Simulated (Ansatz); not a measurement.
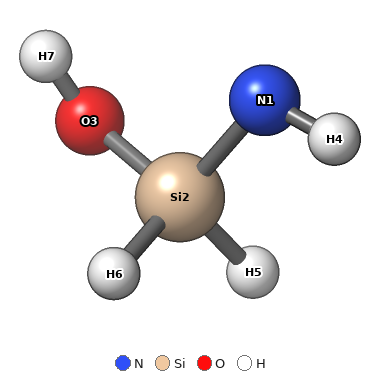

The system is H₄NOSi, SMILES [NH][SiH2]O, spin multiplicity 2; the picture shows the reference structure. Coordinates scanned: (1) dihedral H4–N1–Si2–O3; (2) dihedral N1–Si2–O3–H7. Nothing is relaxed (all other coordinates rigid). Grid: 12 × 12 points. Points are written as (first, second). Energies: meV, counted from the lowest grid point. The calculation used UKS CAM-B3LYP-D4/def2-SVP (Ansatz).

Its coordinates:

```yaml
atoms:
  - { symbol: N, position_ang: [-1.2221, -0.3582, 0.6732] }
  - { symbol: Si, position_ang: [0.1188, 0.2181, -0.2931] }
  - { symbol: O, position_ang: [1.4053, -0.8062, -0.1451] }
  - { symbol: H, position_ang: [-2.1188, 0.1124, 0.4978] }
  - { symbol: H, position_ang: [-0.1865, 0.2756, -1.7452] }
  - { symbol: H, position_ang: [0.4203, 1.5879, 0.2255] }
  - { symbol: H, position_ang: [1.6443, -1.0975, 0.7414] }
```

Range: dihedral H4–N1–Si2–O3 from −180 to 150°; dihedral N1–Si2–O3–H7 from −180 to 150°.

Q: What landscape does the calculation give?

A: The lowest grid point is at (−180°, −30°). The bottom of the well lies between grid points, at about (−170°, −45°), about 9.6 meV lower on the interpolated surface. There are further wells near (30°, 150°) (43 meV above the lowest at that grid point); (0°, −90°) (52 meV above the lowest at that grid point). The highest grid point, (120°, −150°), lies 253 meV above the lowest. On the interpolated surface the easiest way out of the lowest well to the well at about (−5°, −80°) passes a barrier of about 94 meV, counted from the interpolated bottom of the well. Round the minimum the two coordinates are weakly coupled (coupling 0.11 in units of the two stiffnesses).

| dihedral N1–Si2–O3–H7 ↓, dihedral H4–N1–Si2–O3 → | −180 | −150 | −120 | −90 | −60 | −30 | 0 | 30 | 60 | 90 | 120 | 150 |
| --- | --- | --- | --- | --- | --- | --- | --- | --- | --- | --- | --- | --- |
| 150 | 87 | 106 | 165 | 188 | 144 | 82 | 44 | 43 | 93 | 187 | 223 | 145 |
| 120 | 71 | 93 | 150 | 174 | 141 | 91 | 54 | 44 | 83 | 165 | 196 | 124 |
| 90 | 62 | 85 | 143 | 168 | 143 | 107 | 77 | 64 | 92 | 159 | 178 | 111 |
| 60 | 59 | 84 | 148 | 179 | 160 | 134 | 113 | 99 | 120 | 173 | 177 | 107 |
| 30 | 49 | 74 | 144 | 188 | 178 | 159 | 144 | 131 | 148 | 195 | 183 | 102 |
| 0 | 24 | 43 | 112 | 164 | 164 | 149 | 141 | 130 | 148 | 198 | 181 | 85 |
| −30 | 0 | 11 | 69 | 114 | 117 | 103 | 98 | 95 | 118 | 175 | 170 | 70 |
| −60 | 1 | 6 | 54 | 84 | 78 | 63 | 58 | 63 | 94 | 158 | 165 | 73 |
| −90 | 35 | 38 | 81 | 100 | 79 | 56 | 52 | 64 | 105 | 175 | 189 | 105 |
| −120 | 81 | 86 | 132 | 145 | 107 | 71 | 63 | 80 | 133 | 213 | 229 | 149 |
| −150 | 106 | 116 | 168 | 182 | 131 | 81 | 62 | 79 | 140 | 231 | 253 | 172 |
| −180 | 103 | 118 | 176 | 194 | 142 | 80 | 51 | 59 | 118 | 215 | 247 | 165 |

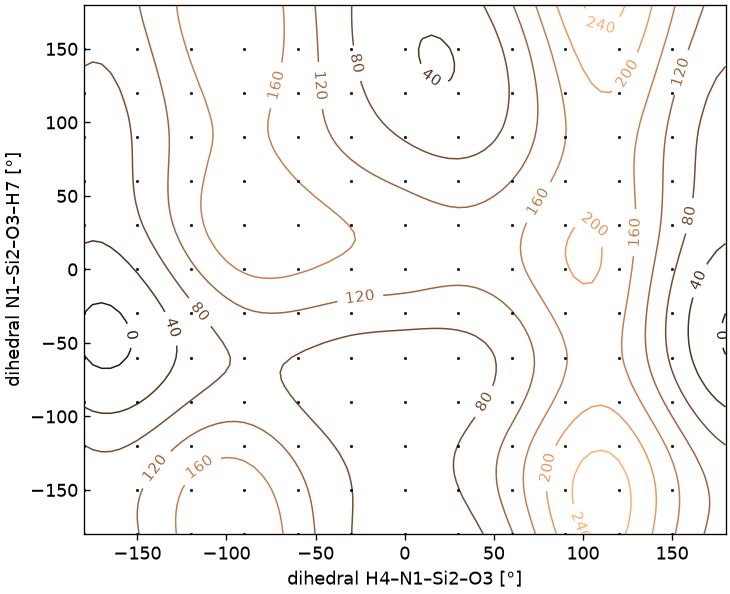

In the figure: contour lines labelled in meV, dots at the grid points. Between grid points the surface is interpolated.

The whole map (144 points run) took 10 min on 1 thread of Arm Neoverse V2 (shared host).
